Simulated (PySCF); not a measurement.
## Geometry relaxation of Si3H6ClO (part 2 of 2)

Continued. System: Si3H6ClO, multiplicity 2. Method: PBE0-D3(BJ)/def2-SVP geometry optimisation, gas phase (PySCF 2.14.0). 

Geometry of the input (Å):
```
Si -0.3591  -1.3292  -0.1975
Si -2.0447  -0.1976  0.9422
O  0.9372  -0.3834  -0.1186
Si 2.1859  0.6527  -0.4905
Cl -0.7275  -1.5036  -2.2266
H  -2.4531  1.1849  0.6104
H  -3.2289  -1.0264  0.8180
H  -1.6142  -0.1619  2.3459
H  1.7639  1.9235  0.1505
H  3.3488  0.0579  0.1089
H  2.2243  0.7547  -1.9325
```

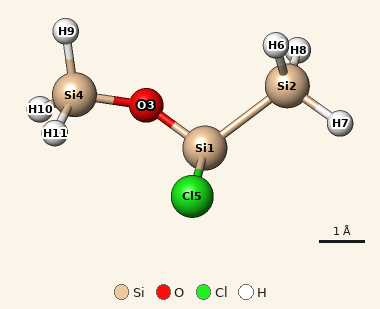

Figure 1. The geometry at step 15 of the log (ball-and-stick view, seen at a tilt; atoms are numbered from 1 in the order of the input).

**Trajectory as extended XYZ, continued**
```
11
Properties=species:S:1:pos:R:3:forces:R:3 step=9 energy=-38273.17492
Si   -0.3084   -1.2047   -0.1066   -0.0806  -0.0214  -0.1193
Si   -2.1839   -0.3397    1.0336   -0.0231   0.0267   0.0378
O     0.9875   -0.2127    0.1375    0.0850   0.0807   0.0056
Si    2.2489    0.6487   -0.5424   -0.0762  -0.0199   0.0739
Cl   -0.8019   -1.1293   -2.1450    0.0170  -0.0298   0.0687
H    -2.4937    1.0433    0.5546    0.0119  -0.0017  -0.0137
H    -3.3440   -1.2372    0.7568    0.0003  -0.0127  -0.0055
H    -1.9160   -0.3056    2.5027    0.0131  -0.0158  -0.0024
H     2.1557    2.0589   -0.0695    0.0076   0.0036  -0.0125
H     3.5328    0.0509   -0.0830    0.0295  -0.0075  -0.0143
H     2.1557    0.5990   -2.0285    0.0156  -0.0021  -0.0183
11
Properties=species:S:1:pos:R:3:forces:R:3 step=10 energy=-38273.17610
Si   -0.3150   -1.1974   -0.1115   -0.0320  -0.0220  -0.0681
Si   -2.1886   -0.3356    1.0336   -0.0099   0.0090   0.0257
O     0.9833   -0.2062    0.1347    0.0390   0.0627  -0.0087
Si    2.2495    0.6505   -0.5408   -0.0398  -0.0269   0.0433
Cl   -0.7973   -1.1481   -2.1505    0.0117  -0.0107   0.0439
H    -2.5066    1.0492    0.5653    0.0087  -0.0020  -0.0090
H    -3.3458   -1.2383    0.7598    0.0027  -0.0022  -0.0020
H    -1.9046   -0.3138    2.5000    0.0018  -0.0057  -0.0031
H     2.1611    2.0630   -0.0739    0.0011   0.0012  -0.0043
H     3.5324    0.0500   -0.0787    0.0085  -0.0014  -0.0098
H     2.1643    0.5983   -2.0280    0.0081  -0.0021  -0.0079
11
Properties=species:S:1:pos:R:3:forces:R:3 step=11 energy=-38273.17651
Si   -0.3172   -1.1921   -0.1136    0.0003  -0.0194  -0.0068
Si   -2.1908   -0.3355    1.0358    0.0030  -0.0045   0.0060
O     0.9794   -0.1968    0.1366   -0.0113   0.0322  -0.0112
Si    2.2483    0.6520   -0.5403    0.0089  -0.0148   0.0051
Cl   -0.7941   -1.1536   -2.1509    0.0042   0.0000   0.0069
H    -2.5097    1.0498    0.5700    0.0026  -0.0009  -0.0009
H    -3.3456   -1.2410    0.7598    0.0010   0.0044   0.0015
H    -1.9014   -0.3210    2.5011   -0.0033   0.0014  -0.0020
H     2.1671    2.0670   -0.0802   -0.0023  -0.0001   0.0010
H     3.5309    0.0480   -0.0798   -0.0038   0.0022  -0.0026
H     2.1658    0.5949   -2.0283    0.0007  -0.0005   0.0029
11
Properties=species:S:1:pos:R:3:forces:R:3 step=12 energy=-38273.17666
Si   -0.3178   -1.1928   -0.1150    0.0138  -0.0125   0.0152
Si   -2.1902   -0.3363    1.0367    0.0056  -0.0066  -0.0026
O     0.9763   -0.1933    0.1346   -0.0285   0.0169  -0.0082
Si    2.2472    0.6532   -0.5399    0.0205  -0.0075  -0.0074
Cl   -0.7946   -1.1583   -2.1512    0.0002   0.0017  -0.0080
H    -2.5069    1.0489    0.5693    0.0000   0.0003   0.0017
H    -3.3460   -1.2408    0.7618   -0.0010   0.0041   0.0018
H    -1.8995   -0.3216    2.5015   -0.0024   0.0025   0.0001
H     2.1675    2.0684   -0.0800   -0.0018  -0.0008   0.0024
H     3.5291    0.0475   -0.0794   -0.0047   0.0019   0.0014
H     2.1676    0.5967   -2.0282   -0.0018  -0.0001   0.0035
11
Properties=species:S:1:pos:R:3:forces:R:3 step=13 energy=-38273.17694
Si   -0.3170   -1.1914   -0.1163    0.0332   0.0008   0.0464
Si   -2.1893   -0.3404    1.0396    0.0051  -0.0071  -0.0135
O     0.9680   -0.1789    0.1337   -0.0489  -0.0069  -0.0069
Si    2.2452    0.6562   -0.5414    0.0325   0.0042  -0.0203
Cl   -0.7920   -1.1629   -2.1514   -0.0076   0.0025  -0.0280
H    -2.5037    1.0451    0.5717   -0.0034   0.0021   0.0043
H    -3.3464   -1.2431    0.7658   -0.0039   0.0017   0.0013
H    -1.8972   -0.3262    2.5039    0.0007   0.0026   0.0032
H     2.1736    2.0733   -0.0861    0.0000  -0.0016   0.0038
H     3.5235    0.0440   -0.0798   -0.0029   0.0009   0.0074
H     2.1681    0.5958   -2.0297   -0.0047   0.0007   0.0023
11
Properties=species:S:1:pos:R:3:forces:R:3 step=14 energy=-38273.17731
Si   -0.3159   -1.1901   -0.1183    0.0444   0.0149   0.0628
Si   -2.1880   -0.3463    1.0431    0.0013  -0.0029  -0.0198
O     0.9551   -0.1579    0.1278   -0.0564  -0.0247  -0.0065
Si    2.2437    0.6616   -0.5440    0.0318   0.0111  -0.0247
Cl   -0.7918   -1.1739   -2.1524   -0.0126   0.0024  -0.0367
H    -2.5019    1.0389    0.5740   -0.0057   0.0023   0.0053
H    -3.3474   -1.2476    0.7751   -0.0043  -0.0023  -0.0002
H    -1.8914   -0.3295    2.5063    0.0041   0.0012   0.0052
H     2.1834    2.0801   -0.0920    0.0025  -0.0023   0.0044
H     3.5145    0.0379   -0.0772    0.0008  -0.0005   0.0108
H     2.1724    0.5985   -2.0323   -0.0058   0.0009  -0.0006
11
Properties=species:S:1:pos:R:3:forces:R:3 step=15 energy=-38273.17778
Si   -0.3127   -1.1824   -0.1191    0.0384   0.0222   0.0604
Si   -2.1883   -0.3559    1.0489   -0.0039   0.0040  -0.0188
O     0.9361   -0.1214    0.1201   -0.0451  -0.0311  -0.0118
Si    2.2438    0.6693   -0.5500    0.0224   0.0121  -0.0178
Cl   -0.7915   -1.1852   -2.1527   -0.0135   0.0018  -0.0305
H    -2.5096    1.0279    0.5805   -0.0067   0.0015   0.0046
H    -3.3465   -1.2608    0.7892   -0.0016  -0.0069  -0.0021
H    -1.8838   -0.3351    2.5105    0.0057  -0.0009   0.0051
H     2.2060    2.0906   -0.1051    0.0043  -0.0021   0.0039
H     3.5011    0.0254   -0.0739    0.0042  -0.0014   0.0098
H     2.1782    0.5991   -2.0382   -0.0043   0.0009  -0.0028
11
Properties=species:S:1:pos:R:3:forces:R:3 step=16 energy=-38273.17829
Si   -0.3104   -1.1719   -0.1202    0.0158   0.0179   0.0324
Si   -2.1896   -0.3650    1.0547   -0.0075   0.0115  -0.0095
O     0.9148   -0.0812    0.1027   -0.0137  -0.0190  -0.0137
Si    2.2470    0.6782   -0.5570    0.0006   0.0059  -0.0020
Cl   -0.7989   -1.2036   -2.1525   -0.0079   0.0017  -0.0098
H    -2.5276    1.0143    0.5848   -0.0054  -0.0006   0.0021
H    -3.3428   -1.2804    0.8097    0.0033  -0.0104  -0.0037
H    -1.8727   -0.3341    2.5137    0.0043  -0.0028   0.0024
H     2.2349    2.1003   -0.1139    0.0048  -0.0015   0.0025
H     3.4855    0.0086   -0.0666    0.0059  -0.0023   0.0036
H     2.1925    0.6064   -2.0454   -0.0001  -0.0003  -0.0044
11
Properties=species:S:1:pos:R:3:forces:R:3 step=17 energy=-38273.17875
Si   -0.3084   -1.1559   -0.1184   -0.0114   0.0018  -0.0003
Si   -2.1942   -0.3712    1.0602   -0.0060   0.0127   0.0008
O     0.9008   -0.0460    0.0896    0.0186   0.0042  -0.0156
Si    2.2533    0.6838   -0.5642   -0.0140  -0.0033   0.0124
Cl   -0.8070   -1.2103   -2.1492    0.0000   0.0022   0.0115
H    -2.5568    1.0015    0.5894   -0.0033  -0.0021   0.0000
H    -3.3345   -1.3052    0.8249    0.0067  -0.0094  -0.0033
H    -1.8684   -0.3313    2.5174    0.0001  -0.0025  -0.0007
H     2.2679    2.1063   -0.1234    0.0023  -0.0008   0.0011
H     3.4748   -0.0096   -0.0635    0.0040  -0.0020  -0.0035
H     2.2051    0.6094   -2.0528    0.0030  -0.0009  -0.0025
11
Properties=species:S:1:pos:R:3:forces:R:3 step=18 energy=-38273.17919
Si   -0.3075   -1.1341   -0.1153   -0.0321  -0.0162  -0.0287
Si   -2.2016   -0.3759    1.0665   -0.0004   0.0088   0.0089
O     0.8899   -0.0093    0.0736    0.0402   0.0268  -0.0111
Si    2.2638    0.6883   -0.5721   -0.0217  -0.0115   0.0200
Cl   -0.8207   -1.2127   -2.1429    0.0078   0.0029   0.0257
H    -2.5997    0.9855    0.5917   -0.0009  -0.0029  -0.0013
H    -3.3199   -1.3389    0.8409    0.0074  -0.0052  -0.0014
H    -1.8687   -0.3225    2.5219   -0.0044  -0.0008  -0.0031
H     2.3090    2.1096   -0.1302   -0.0009   0.0000   0.0002
H     3.4660   -0.0332   -0.0630    0.0005  -0.0011  -0.0093
H     2.2223    0.6147   -2.0610    0.0045  -0.0009   0.0001
11
Properties=species:S:1:pos:R:3:forces:R:3 step=19 energy=-38273.17937
Si   -0.3059   -1.1127   -0.1119   -0.0326  -0.0199  -0.0267
Si   -2.2080   -0.3803    1.0728    0.0041   0.0025   0.0078
O     0.8822    0.0240    0.0650    0.0317   0.0234  -0.0059
Si    2.2719    0.6910   -0.5788   -0.0104  -0.0079   0.0125
Cl   -0.8288   -1.2068   -2.1361    0.0088   0.0029   0.0207
H    -2.6375    0.9700    0.5940   -0.0003  -0.0019  -0.0009
H    -3.3042   -1.3697    0.8518    0.0045  -0.0011   0.0006
H    -1.8735   -0.3162    2.5273   -0.0049   0.0011  -0.0026
H     2.3461    2.1114   -0.1384   -0.0020   0.0003   0.0010
H     3.4585   -0.0551   -0.0678   -0.0019   0.0000  -0.0080
H     2.2321    0.6159   -2.0677    0.0029   0.0006   0.0016
11
Properties=species:S:1:pos:R:3:forces:R:3 step=20 energy=-38273.17946
Si   -0.3081   -1.1101   -0.1123   -0.0095  -0.0087  -0.0143
Si   -2.2101   -0.3791    1.0734    0.0043  -0.0004   0.0027
O     0.8839    0.0240    0.0588    0.0079   0.0120   0.0034
Si    2.2759    0.6908   -0.5785   -0.0060  -0.0057   0.0030
Cl   -0.8357   -1.2069   -2.1341    0.0048   0.0018   0.0072
H    -2.6497    0.9657    0.5884   -0.0001  -0.0008  -0.0005
H    -3.2985   -1.3778    0.8564    0.0009   0.0004   0.0013
H    -1.8769   -0.3067    2.5276   -0.0015   0.0013  -0.0013
H     2.3527    2.1086   -0.1301   -0.0007  -0.0005   0.0016
H     3.4602   -0.0614   -0.0714   -0.0007  -0.0005  -0.0041
H     2.2391    0.6246   -2.0680    0.0006   0.0010   0.0009
```

**Key numbers**

- outcome: converged
- total energy: −1406.513414 hartree
- ⟨S²⟩: 0.753
- dipole moment: 1.12 D
- point group: C1
- hardware: 1 CPU thread, shared host
- wall time: 3.8 min
- peak memory: 0.59 GiB
